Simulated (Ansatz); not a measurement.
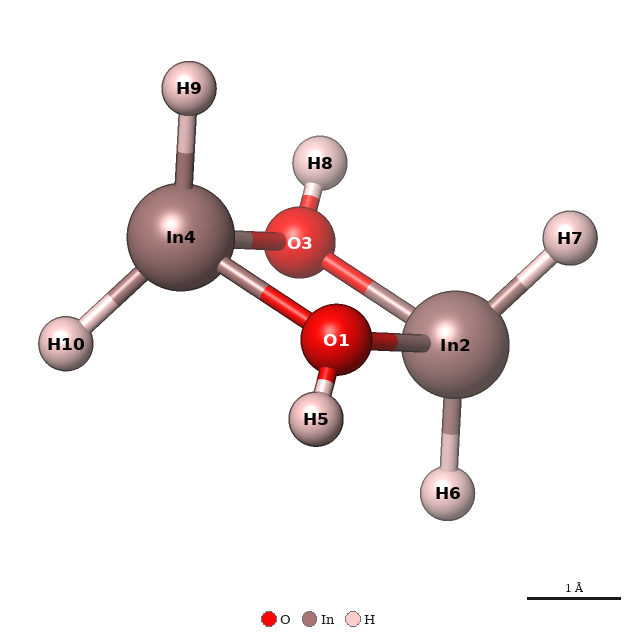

Orthographic view. Atoms fade into the background with distance from the viewer. The geometry was computed by an optimisation with PBE0-D4/def2-TZVP.

List the bonded neighbours of every atom.

O1: In2, In4, H5
In2: O1, O3, H6, H7
O3: In2, In4, H8
In4: O1, O3, H9, H10
H5: O1
H6: In2
H7: In2
H8: O3
H9: In4
H10: In4
